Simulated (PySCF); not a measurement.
# C6H3F3O: runs on many settings

Which settings matter for C6H3F3O (`C=C(C#CC(F)(F)F)C=O`)?

Computed with PySCF 2.14.0, with density-fitted response routines of our own, on a single molecule in the gas phase. Atoms count from 0, in the outputs and in this text.

## Step 1: Starting geometry

13 atoms, charge 0, multiplicity 1; geometry from: GFN2-xTB.

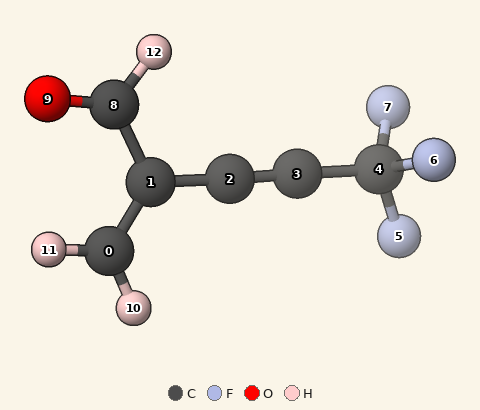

As it starts; carbon dark grey, fluorine light blue, oxygen red, hydrogen pink, atoms numbered; sticks join atoms by distance.

## Step 2: Nuclear shieldings: PBE0/pcSseg-1

Job settings and geometry (Å):

```
{"job": {"kind": "nmr", "xc": "PBE0", "basis": "pcSseg-1"}, "charge": 0, "multiplicity": 1}
C     -2.117461    -0.962005    -0.071847
C     -1.270133     0.073070    -0.023295
C      0.132270    -0.090832    -0.000403
C      1.331234    -0.191204     0.020650
C      2.777015    -0.343736     0.041197
F      3.158359    -1.575065    -0.332858
F      3.288606    -0.133809     1.264437
F      3.385740     0.520302    -0.786113
C     -1.785290     1.469299     0.010297
O     -2.950737     1.750453    -0.001718
H     -1.781610    -1.984176    -0.096864
H     -3.178265    -0.770824    -0.089012
H     -0.994116     2.239015     0.047801
```

Level: GIAO PBE0/pcSseg-1 NMR shielding, non-relativistic, gas phase.

On the command line:

```
OMP_NUM_THREADS=1 python probes_run.py task.json out
```

This one command runs all jobs of the session in turn.

The log of the run:

```text
coarse grid: 12720 points
cycle   1  E = -604.0756491709  dE =  1.886e+00  |g| = 1.157e+00  |ddm| = 3.957e+00
cycle   2  E = -603.5172536840  dE =  5.584e-01  |g| = 2.108e+00  |ddm| = 3.356e+00
cycle   3  E = -604.3023242784  dE = -7.851e-01  |g| = 2.999e-01  |ddm| = 2.560e+00
cycle   4  E = -604.3182945817  dE = -1.597e-02  |g| = 1.006e-01  |ddm| = 3.345e-01
cycle   5  E = -604.3195351506  dE = -1.241e-03  |g| = 4.522e-02  |ddm| = 1.074e-01
cycle   6  E = -604.3199463745  dE = -4.112e-04  |g| = 1.551e-02  |ddm| = 4.242e-02
cycle   7  E = -604.3200022889  dE = -5.591e-05  |g| = 3.609e-03  |ddm| = 1.428e-02
cycle   8  E = -604.3200049583  dE = -2.669e-06  |g| = 7.075e-04  |ddm| = 3.387e-03
final grid: 129384 points
cycle   9  E = -604.4099114337  dE = -2.925e-05  |g| = 1.222e-02  |ddm| = 7.287e-02
cycle  10  E = -604.4098286038  dE =  8.283e-05  |g| = 2.436e-02  |ddm| = 3.347e-02
cycle  11  E = -604.4099390890  dE = -1.105e-04  |g| = 2.328e-03  |ddm| = 2.337e-02
cycle  12  E = -604.4099400662  dE = -9.772e-07  |g| = 6.148e-04  |ddm| = 2.215e-03
cycle  13  E = -604.4099401239  dE = -5.772e-08  |g| = 3.226e-04  |ddm| = 6.575e-04
cycle  14  E = -604.4099401486  dE = -2.473e-08  |g| = 8.350e-05  |ddm| = 2.741e-04
cycle  15  E = -604.4099401500  dE = -1.319e-09  |g| = 1.647e-05  |ddm| = 7.159e-05
cycle  16  E = -604.4099401500  dE = -4.729e-11  |g| = 8.988e-06  |ddm| = 2.320e-05
converged SCF energy = -604.4099401500

GIAO shielding tensors (ppm)
atom      isotropic    diamagn.    paramagn.     s11        s22        s33       span
  0 C       36.677     250.709    -214.032    -87.697     21.818    175.911    263.608
  1 C       56.089     264.317    -208.228    -50.657     74.136    144.787    195.445
  2 C       94.511     252.337    -157.825     11.392     15.373    256.769    245.377
  3 C       98.766     256.131    -157.366     23.608     40.104    232.585    208.977
  4 C       62.593     247.789    -185.196     54.094     66.422     67.264     13.169
  5 F      233.500     473.067    -239.567    146.237    215.849    338.414    192.176
  6 F      233.256     472.926    -239.670    145.381    215.909    338.478    193.097
  7 F      234.252     473.012    -238.760    146.330    217.512    338.914    192.584
  8 C       -3.816     245.680    -249.497    -96.032     -5.152     89.735    185.767
  9 O     -337.969     393.961    -731.929   -966.130   -435.246    387.470   1353.600
 10 H       24.938      30.498      -5.559     21.042     24.514     29.260      8.218
 11 H       24.234      29.398      -5.164     21.577     23.560     27.564      5.987
 12 H       22.022      28.274      -6.252     19.894     21.862     24.310      4.416
```

It took 25 s on 1 thread of Arm Neoverse V1, shared host; peak memory 0.81 GiB.

Shifts follow as δ = σ(reference) − σ, with reference shieldings (ppm) from runs at the same level and on the same kind of geometry: ¹H TMS 31.72, ¹³C TMS 186.9, ¹⁹F CFCl3 170.9, ¹⁷O H2O 336.1. The references are single molecules in the gas phase, so shifts against H2O, NH3, PH3, H3PO4 or CFCl3 are not on the usual liquid scales and can be off by tens of ppm. Atoms listed in one row are averaged.

```tsv
atoms	environment	σ (ppm)	δ (ppm)	δ scaled to CDCl3
C8	aldehyde carbonyl carbon	-3.8	190.7	184.2
C0	β carbon of a C=C–C=O unit	36.7	150.2	144.7
C1	α carbon of a C=C–C=O unit	56.1	130.8	125.8
C4	CF3 carbon	62.6	124.3	119.4
C2	alkyne carbon	94.5	92.4	88.3
C3	alkyne carbon	98.8	88.2	84.1
H12	hydrogen on an aldehyde carbonyl carbon	22.02	9.70	9.25
H11	hydrogen on a β carbon of a C=C–C=O unit	24.23	7.48	7.16
H10	hydrogen on a β carbon of a C=C–C=O unit	24.94	6.78	6.50
F5, F6, F7	fluorine of a CF3 group	233.7	-62.7	–
O9	aldehyde oxygen	-338.0	674.0	–
```

The scaled column applies a straight-line fit of computed shieldings to shifts measured in CDCl3; 19F shifts take a fit of their own (root-mean-square error 0.16 ppm for H, 1.9 ppm for C).

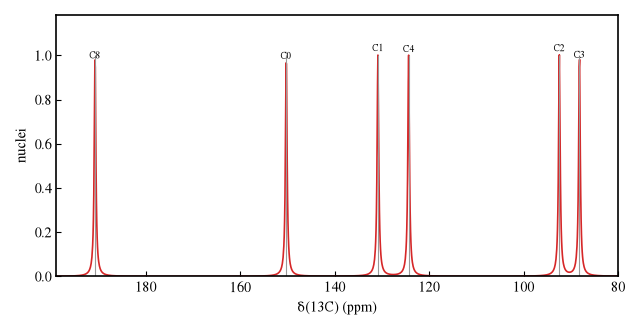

¹³C lines at the computed shifts, without couplings. Lines are broadened to a width of 0.41 ppm (Lorentzian).

The run also stored atomic charges by several schemes (e):

```tsv
atoms	Mulliken	IAO	Hirshfeld	ESP fit
C0	0.05	-0.21	-0.02	-0.33
C1	-0.58	-0.08	0.00	0.16
C2	0.40	0.02	-0.01	-0.18
C3	-0.33	-0.10	-0.08	-0.11
C4	0.82	0.81	0.27	0.63
F5, F6, F7	-0.26	-0.27	-0.09	-0.19
C8	0.37	0.26	0.13	0.37
O9	-0.34	-0.37	-0.20	-0.42
```

ESP fit charges:

C0 -0.33; C1 0.16; C2 -0.18; C3 -0.11; C4 0.63; F5 -0.18; F6 -0.19; F7 -0.19; C8 0.37; O9 -0.42; H10 0.21; H11 0.19; H12 0.05

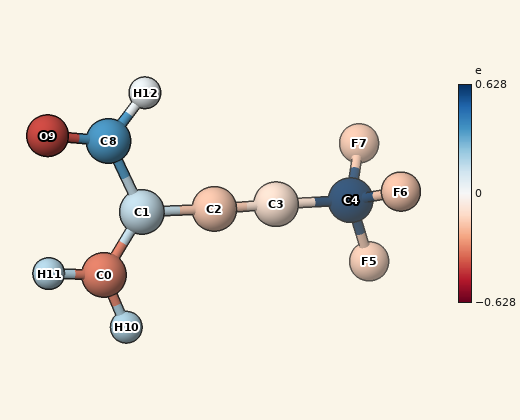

ESP fit charges, as colours on the atoms.

Mayer bond orders: C0–C1 1.88, C1–C2 0.95, C2–C3 2.03, C3–C4 1.19, C4–F5 0.97, C4–F6 0.97, C4–F7 0.97, C1–C8 1.00, C8–O9 2.02.

## Step 3: TDDFT and polarisability: PBE0/def2-SVPD

Settings changed since step 2:

```diff
@@ -1,2 +1,2 @@
-{"job": {"kind": "nmr", "xc": "PBE0", "basis": "pcSseg-1"}, "charge": 0, "multiplicity": 1}
+{"job": {"kind": "uv", "xc": "PBE0", "basis": "def2-SVPD", "nstates": 6, "ntriplets": 2}, "charge": 0, "multiplicity": 1}
 C     -2.117461    -0.962005    -0.071847
```

Level: TDDFT PBE0/def2-SVPD, vertical, gas phase, core orbitals frozen in the response.

The log of the run:

```text
coarse grid: 12720 points
cycle   1  E = -603.7212361751  dE =  1.814e+00  |g| = 1.097e+00  |ddm| = 9.937e+00
cycle   2  E = -603.1749954201  dE =  5.462e-01  |g| = 2.027e+00  |ddm| = 6.154e+00
cycle   3  E = -603.9355300480  dE = -7.605e-01  |g| = 2.950e-01  |ddm| = 4.687e+00
cycle   4  E = -603.9517107467  dE = -1.618e-02  |g| = 9.248e-02  |ddm| = 6.441e-01
cycle   5  E = -603.9527544663  dE = -1.044e-03  |g| = 4.571e-02  |ddm| = 1.759e-01
cycle   6  E = -603.9531951298  dE = -4.407e-04  |g| = 1.439e-02  |ddm| = 9.508e-02
cycle   7  E = -603.9532444714  dE = -4.934e-05  |g| = 3.345e-03  |ddm| = 2.633e-02
cycle   8  E = -603.9532468617  dE = -2.390e-06  |g| = 6.495e-04  |ddm| = 7.780e-03
final grid: 129384 points
cycle   9  E = -604.0433718972  dE = -2.249e-05  |g| = 1.170e-02  |ddm| = 1.605e-01
cycle  10  E = -604.0432943181  dE =  7.758e-05  |g| = 2.315e-02  |ddm| = 6.020e-02
cycle  11  E = -604.0433981707  dE = -1.039e-04  |g| = 2.378e-03  |ddm| = 3.881e-02
cycle  12  E = -604.0433992271  dE = -1.056e-06  |g| = 5.348e-04  |ddm| = 4.202e-03
cycle  13  E = -604.0433992740  dE = -4.687e-08  |g| = 2.803e-04  |ddm| = 1.186e-03
cycle  14  E = -604.0433992931  dE = -1.913e-08  |g| = 6.858e-05  |ddm| = 5.231e-04
cycle  15  E = -604.0433992941  dE = -9.700e-10  |g| = 1.384e-05  |ddm| = 1.977e-04
converged SCF energy = -604.0433992941

Static polarisability (au): isotropic 79.475, principal 49.417 73.245 115.761

Singlet excitations
state   eV       nm        f      main configurations
  1   3.4793    356.3   0.00018   H->L 0.94
  2   4.8750    254.3   0.15003   H-1->L 0.94
  3   5.0566    245.2   0.00004   H-2->L 0.90
  4   5.8830    210.7   0.00055   H->L+1 0.86
  5   5.9854    207.1   0.00002   H-1->L+2 0.95
  6   6.2270    199.1   0.05099   H-1->L+1 0.58, H->L+2 0.24, H-2->L+2 0.10

Triplet excitations (Tamm-Dancoff, eV): 2.8650 2.9985
```

Run time: 43 s. Hardware: 1 thread of Arm Neoverse V1, shared host; peak memory 0.92 GiB.

Frontier orbitals and where they lie:

```tsv
orbital	eV	atoms
HOMO−3	-10.64	C2 25 %, O9 19 %, C1 18 %
HOMO−2	-9.54	C3 38 %, C2 38 %, O9 5 %
HOMO−1	-8.36	C3 24 %, C0 23 %, C1 18 %
HOMO	-8.29	O9 58 %, C8 15 %, C1 9 %
LUMO	-3.00	C0 30 %, C1 18 %, C8 16 %
LUMO+1	-0.77	C8 22 %, O9 18 %, C2 18 %
LUMO+2	-0.56	C3 29 %, C2 29 %, C4 10 %
```

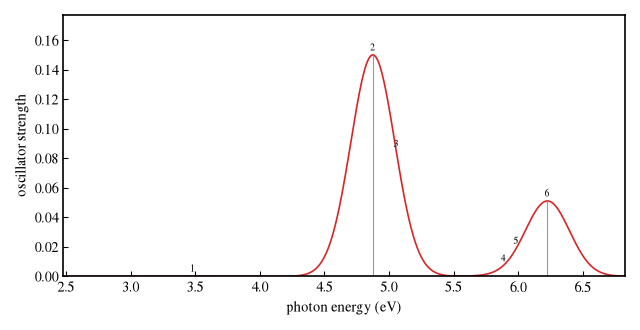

Absorption spectrum from the 6 singlet states computed; above the last one it falls off for lack of states. Lines are broadened to a width of 0.40 eV (Gaussian).

Ground-state properties from the same run:

```tsv
property	computed
dipole moment (D)	1.77
polarisability (Å³)	11.78
HOMO–LUMO gap (eV)	5.30
−ε(HOMO) (eV)	8.29
```

## Step 4: Indirect couplings: PBE0/6-31G*

Settings changed since step 3:

```diff
@@ -1,4 +1,4 @@
-{"job": {"kind": "uv", "xc": "PBE0", "basis": "def2-SVPD", "nstates": 6, "ntriplets": 2}, "charge": 0, "multiplicity": 1}
+{"job": {"kind": "j", "xc": "PBE0", "basis": "6-31G*", "scf": {"max_cycle": 61}}, "charge": 0, "multiplicity": 1}
 C     -2.117461    -0.962005    -0.071847
-C     -1.270133     0.073070    -0.023295
+C     -2.032728    -0.858498    -0.066992
 C      0.132270    -0.090832    -0.000403
```

With the program's defaults for keys left out, this is: PBE0/6-31G* indirect spin-spin coupling, non-relativistic, gas phase.

The log of the run:

```text
final grid: 129384 points
cycle   1  E = -525.8619070522  dE =  2.672e+01  |g| = 1.385e+00  |ddm| = 3.299e+04
cycle   2  E = -522.6420855120  dE =  3.220e+00  |g| = 2.725e+00  |ddm| = 1.452e+01
cycle   3  E = -525.8687344890  dE = -3.227e+00  |g| = 1.194e+00  |ddm| = 2.191e+01
cycle   4  E = -526.2005592239  dE = -3.318e-01  |g| = 5.373e-01  |ddm| = 1.621e+01
cycle   5  E = -525.8165293624  dE =  3.840e-01  |g| = 9.004e-01  |ddm| = 6.587e+00
cycle   6  E = -526.2574134376  dE = -4.409e-01  |g| = 2.524e-01  |ddm| = 6.731e+00
cycle   7  E = -526.2710786661  dE = -1.367e-02  |g| = 2.053e-01  |ddm| = 3.571e+00
cycle   8  E = -526.2887580718  dE = -1.768e-02  |g| = 5.117e-02  |ddm| = 1.591e+00
cycle   9  E = -526.2879518027  dE =  8.063e-04  |g| = 6.373e-02  |ddm| = 8.774e-01
cycle  10  E = -526.2892493063  dE = -1.298e-03  |g| = 3.663e-02  |ddm| = 2.547e-01
cycle  11  E = -526.2895772341  dE = -3.279e-04  |g| = 2.489e-02  |ddm| = 8.941e-02
cycle  12  E = -526.2897556856  dE = -1.785e-04  |g| = 1.565e-02  |ddm| = 7.166e-02
cycle  13  E = -526.2898609299  dE = -1.052e-04  |g| = 5.002e-03  |ddm| = 9.226e-02
cycle  14  E = -526.2898701189  dE = -9.189e-06  |g| = 2.242e-03  |ddm| = 2.374e-02
cycle  15  E = -526.2898724724  dE = -2.354e-06  |g| = 2.950e-04  |ddm| = 2.181e-02
cycle  16  E = -526.2898725118  dE = -3.936e-08  |g| = 6.042e-05  |ddm| = 1.969e-03
cycle  17  E = -526.2898725129  dE = -1.100e-09  |g| = 8.221e-06  |ddm| = 2.374e-04
cycle  18  E = -526.2898725129  dE =  1.819e-12  |g| = 1.152e-05  |ddm| = 8.542e-05
converged SCF energy = -526.2898725129

Indirect spin-spin couplings (Hz)
  i      j    bonds     total        FC       PSO       DSO        SD
  0 C    5 F    5      2.307     2.736    -0.106    -0.283    -0.040
  0 C    6 F    5      0.517     0.807     0.070    -0.394     0.034
  0 C    7 F    5      0.729     1.151    -0.019    -0.433     0.030
  0 C   10 H    1    233.133   225.120     0.866     7.148         -
  0 C   11 H    1     -0.466    -6.596    -0.775     6.905         -
  0 C   12 H    3     43.105    44.853    -0.231    -1.516         -
  1 C    5 F    4     -0.239    -0.394     0.046     0.207    -0.098
  1 C    6 F    4      1.058     0.560     0.238     0.210     0.049
  1 C    7 F    4      1.175     0.766     0.177     0.207     0.025
  1 C   10 H    2     29.846    39.233    -3.489    -5.899         -
  1 C   11 H    2     35.481    45.016    -4.452    -5.083         -
  1 C   12 H    2     24.865    23.560     0.482     0.823         -
  2 C    5 F    3     33.552    36.312    -1.376    -0.255    -1.129
  2 C    6 F    3     24.893    27.768    -0.982    -0.262    -1.631
  2 C    7 F    3     23.129    26.163    -0.973    -0.264    -1.797
  2 C   10 H    3    959.209   958.125     0.932     0.152         -
  2 C   11 H    3   -557.072  -556.841     0.237    -0.467         -
  2 C   12 H    3    337.663   337.793    -0.485     0.355         -
  3 C    5 F    2     44.114    42.531    -0.153     0.119     1.617
  3 C    6 F    2     40.632    39.033    -0.077     0.118     1.558
  3 C    7 F    2     39.745    38.071     0.048     0.119     1.507
  3 C   10 H    4    164.954   165.850    -0.885    -0.012         -
  3 C   11 H    4   -101.850  -101.913     0.453    -0.389         -
  3 C   12 H    4     60.994    60.822     0.071     0.101         -
  4 C    5 F    1   -251.799  -232.150   -27.191     1.498     6.044
  4 C    6 F    1   -252.291  -233.253   -26.683     1.497     6.148
  4 C    7 F    1   -252.148  -233.241   -26.556     1.497     6.151
  4 C   10 H    5     24.853    24.804     0.002     0.047         -
  4 C   11 H    5    -14.143   -14.073     0.114    -0.184         -
  4 C   12 H    5      7.623     7.576    -0.051     0.098         -
  5 F    6 F    2    151.749   110.009    -7.613    -0.225    49.579
  5 F    7 F    2    151.448   109.666    -7.500    -0.227    49.509
  5 F    8 C    5      0.926     1.074    -0.113    -0.062     0.027
  5 F   10 H    6    -23.705   -23.599    -0.345     0.278    -0.039
  5 F   11 H    6     14.708    15.212     0.365    -0.730    -0.139
  5 F   12 H    6     -7.284    -7.281     0.304    -0.444     0.136
  6 F    7 F    2    152.049   109.774    -6.989    -0.224    49.488
  6 F   10 H    6    -14.855   -14.915     0.317    -0.248    -0.008
  6 F   11 H    6      7.882     8.230     0.377    -0.746     0.021
  6 F   12 H    6     -4.618    -4.398    -0.138     0.062    -0.144
  7 F    8 C    5      0.529     0.572    -0.002     0.027    -0.068
  7 F    9 O    6     -0.317    -0.459    -0.179     0.055     0.266
  7 F   10 H    6    -15.868   -15.787     0.357    -0.432    -0.007
  7 F   11 H    6      7.685     7.998     0.409    -0.759     0.037
  7 F   12 H    6     -2.381    -2.255    -0.335     0.288    -0.079
  8 C   10 H    3   -205.351  -205.496     0.663    -0.518         -
  8 C   11 H    3    -78.885   -78.680    -0.281     0.077         -
  8 C   12 H    1    291.100   292.866    -2.573     0.808         -
  9 O   10 H    4     13.808    15.683    -2.182     0.307         -
  9 O   11 H    4     19.454    18.780     0.864    -0.190         -
  9 O   12 H    2      4.747     0.403     3.930     0.415         -
 10 H   11 H    2   1020.590  1023.331     2.692    -5.434         -
 10 H   12 H    4   -340.986  -340.202     1.109    -1.893         -
 11 H   12 H    4     48.442    49.163     0.987    -1.708         -
```

It took 32 s on 1 thread of Arm Neoverse V1, shared host; peak memory 0.78 GiB.

It converged, yet the result is unsound: one atom of the first bond was moved so that the bond is 0.1 times as long; the reference is near a triplet instability, so Fermi-contact and spin-dipole terms are unreliable. Its HOMO lies at -5.79 eV, against -8.24 eV in step 2 (PBE0/pcSseg-1), a different level, so the two don't compare directly.

## Step 5: NMR shieldings: PBE/aug-cc-pVDZ

Settings changed since step 4:

```diff
@@ -1,4 +1,4 @@
-{"job": {"kind": "j", "xc": "PBE0", "basis": "6-31G*", "scf": {"max_cycle": 61}}, "charge": 0, "multiplicity": 1}
+{"job": {"kind": "nmr", "xc": "PBE", "basis": "aug-cc-pVDZ", "pop": true}, "charge": 0, "multiplicity": 1}
 C     -2.117461    -0.962005    -0.071847
-C     -2.032728    -0.858498    -0.066992
+C     -1.270133     0.073070    -0.023295
 C      0.132270    -0.090832    -0.000403
```

Method: GIAO PBE/aug-cc-pVDZ NMR shielding, non-relativistic, gas phase.

The log of the run:

```text
coarse grid: 12720 points
cycle   1  E = -604.2789403369  dE =  1.723e+00  |g| = 1.120e+00  |ddm| = 1.744e+01
cycle   2  E = -601.4072780532  dE =  2.872e+00  |g| = 3.154e+00  |ddm| = 9.466e+00
cycle   3  E = -604.0705228365  dE = -2.663e+00  |g| = 1.249e+00  |ddm| = 7.116e+00
cycle   4  E = -604.4940839929  dE = -4.236e-01  |g| = 3.049e-01  |ddm| = 2.209e+00
cycle   5  E = -604.4600188328  dE =  3.407e-02  |g| = 4.299e-01  |ddm| = 1.661e+00
cycle   6  E = -604.5168896073  dE = -5.687e-02  |g| = 9.975e-02  |ddm| = 1.102e+00
cycle   7  E = -604.5180930269  dE = -1.203e-03  |g| = 7.607e-02  |ddm| = 4.120e-01
cycle   8  E = -604.5192585840  dE = -1.166e-03  |g| = 3.424e-02  |ddm| = 2.011e-01
cycle   9  E = -604.5195337852  dE = -2.752e-04  |g| = 6.485e-03  |ddm| = 8.967e-02
cycle  10  E = -604.5195435253  dE = -9.740e-06  |g| = 1.611e-03  |ddm| = 2.387e-02
final grid: 129384 points
cycle  11  E = -604.5346187547  dE = -2.434e-05  |g| = 1.885e-02  |ddm| = 5.419e-01
cycle  12  E = -604.5342098115  dE =  4.089e-04  |g| = 4.836e-02  |ddm| = 1.650e-01
cycle  13  E = -604.5346710278  dE = -4.612e-04  |g| = 1.035e-02  |ddm| = 9.457e-02
cycle  14  E = -604.5346927909  dE = -2.176e-05  |g| = 1.966e-03  |ddm| = 2.257e-02
cycle  15  E = -604.5346933909  dE = -6.000e-07  |g| = 1.044e-03  |ddm| = 6.703e-03
cycle  16  E = -604.5346936871  dE = -2.962e-07  |g| = 1.925e-04  |ddm| = 2.230e-03
cycle  17  E = -604.5346936953  dE = -8.251e-09  |g| = 2.992e-05  |ddm| = 5.824e-04
cycle  18  E = -604.5346936955  dE = -1.507e-10  |g| = 1.722e-05  |ddm| = 1.303e-04
converged SCF energy = -604.5346936955

GIAO shielding tensors (ppm)
atom      isotropic    diamagn.    paramagn.     s11        s22        s33       span
  0 C       58.059     244.133    -186.074    -48.268     37.701    184.743    233.011
  1 C       67.770     156.895     -89.125    -21.693     77.256    147.747    169.441
  2 C      108.721     288.421    -179.701     37.213     43.838    245.112    207.899
  3 C      112.506     255.863    -143.357     46.371     63.386    227.761    181.389
  4 C       70.013     257.072    -187.059     58.663     75.442     75.933     17.271
  5 F      227.104     472.348    -245.244    145.064    208.920    327.327    182.263
  6 F      226.778     473.019    -246.241    144.106    209.583    326.646    182.541
  7 F      227.051     473.194    -246.144    144.503    209.363    327.286    182.783
  8 C       11.040     217.475    -206.435    -69.175      4.199     98.094    167.269
  9 O     -263.903     429.415    -693.318   -844.585   -336.365    389.241   1233.826
 10 H       25.251      40.412     -15.160     21.426     25.441     28.887      7.461
 11 H       24.300      41.424     -17.124     21.901     24.209     26.789      4.888
 12 H       21.300      24.771      -3.471     19.643     20.885     23.372      3.729
```

It took 68 s on 1 thread of Arm Neoverse V1, shared host; peak memory 0.82 GiB.

In short: δ C8 182.7, C0 135.7, C1 126.0, C4 123.7, H12 10.48, H11 7.48 ppm.

[end of part 1 of 2]
